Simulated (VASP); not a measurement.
Input:

```xyz
4
Lattice="1.9610 1.1322 6.3981 -1.9610 1.1322 6.3981 0.0000 -2.2643 6.3981" Properties=species:S:1:pos:R:3 pbc="T T T"
Ga     0.0000     0.0000    19.1452
Ga     0.0000     0.0000     9.6459
P      0.0000     0.0000    11.9991
As     0.0000     0.0000     2.3971
```

Computed with PBEsol GGA, VASP's PBE PAW potentials (set 64) (plane waves; VASP). Numerical set-up: 400 eV cut-off, 7×7×7 Γ-centred mesh, tetrahedra with Blöchl corrections, potentials Ga_d P As.

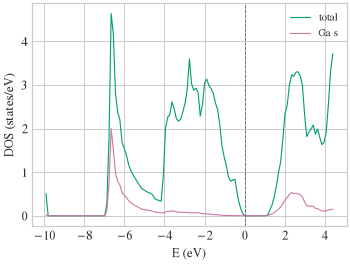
Fig. 1. Total and projected density of states, zero at the valence-band maximum

Within 2 eV below the valence-band maximum the largest weight inside VASP's projection spheres is As p, then Ga p.

The gap is direct, 0.97 eV, from the valence maximum at Γ to the conduction minimum at Γ.

The structure comes from a computed database's Ga2AsP entry (R3m); how it stands against other phases isn't given here. It was relaxed first.
